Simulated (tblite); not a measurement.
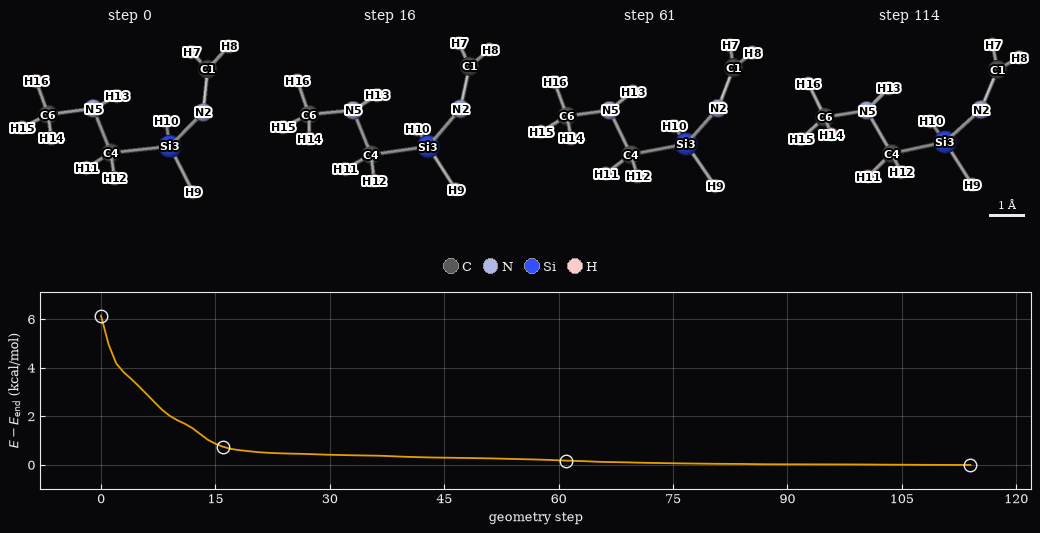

Frames of a relaxation of C3H10N2Si, marked on the history of the run. A ball-and-stick model, seen from a free direction.

Computed with tblite, GFN2-xTB geometry optimisation, gas phase. 

> Describe the path.

The largest move after the best rigid fit is that of H7, 0.66 Å. By element the largest moves are H 0.66 Å, C 0.29 Å, N 0.24 Å, Si 0.23 Å. Some distances before and after: C1–N2 1.281 → 1.247 Å, N2–Si3 1.749 → 1.724 Å, Si3–H9 1.480 → 1.463 Å, C1–H7 1.109 → 1.094 Å. Bond angles that change, for instance: C1–N2–Si3 116.3° → 135.0°, N2–Si3–H10 108.4° → 118.1°, N2–Si3–H9 109.7° → 102.5°. The energy falls by 6.15 kcal/mol in 114 geometry steps. From step 0 to 16: H10 moves most (0.36 Å), energy −5.40 kcal/mol. From step 16 to 61: H7 moves most (0.32 Å), energy −0.57 kcal/mol. From step 61 to 114: H16 moves most (0.25 Å), energy −0.18 kcal/mol.

```json
{"step": "0", "E − E(0), kcal/mol": "0.00"}
{"step": "1", "E − E(0), kcal/mol": "-1.19"}
{"step": "2", "E − E(0), kcal/mol": "-1.97"}
{"step": "3", "E − E(0), kcal/mol": "-2.34"}
{"step": "4", "E − E(0), kcal/mol": "-2.62"}
{"step": "5", "E − E(0), kcal/mol": "-2.92"}
{"step": "6", "E − E(0), kcal/mol": "-3.24"}
{"step": "7", "E − E(0), kcal/mol": "-3.56"}
{"step": "8", "E − E(0), kcal/mol": "-3.87"}
{"step": "9", "E − E(0), kcal/mol": "-4.12"}
{"step": "10", "E − E(0), kcal/mol": "-4.31"}
{"step": "15", "E − E(0), kcal/mol": "-5.28"}
{"step": "21", "E − E(0), kcal/mol": "-5.63"}
{"step": "26", "E − E(0), kcal/mol": "-5.69"}
{"step": "32", "E − E(0), kcal/mol": "-5.74"}
{"step": "37", "E − E(0), kcal/mol": "-5.77"}
{"step": "43", "E − E(0), kcal/mol": "-5.84"}
{"step": "48", "E − E(0), kcal/mol": "-5.86"}
{"step": "54", "E − E(0), kcal/mol": "-5.90"}
{"step": "59", "E − E(0), kcal/mol": "-5.95"}
{"step": "65", "E − E(0), kcal/mol": "-6.02"}
{"step": "70", "E − E(0), kcal/mol": "-6.05"}
{"step": "76", "E − E(0), kcal/mol": "-6.08"}
{"step": "81", "E − E(0), kcal/mol": "-6.10"}
{"step": "87", "E − E(0), kcal/mol": "-6.12"}
{"step": "92", "E − E(0), kcal/mol": "-6.12"}
{"step": "98", "E − E(0), kcal/mol": "-6.13"}
{"step": "103", "E − E(0), kcal/mol": "-6.14"}
{"step": "109", "E − E(0), kcal/mol": "-6.14"}
{"step": "114", "E − E(0), kcal/mol": "-6.15"}
```
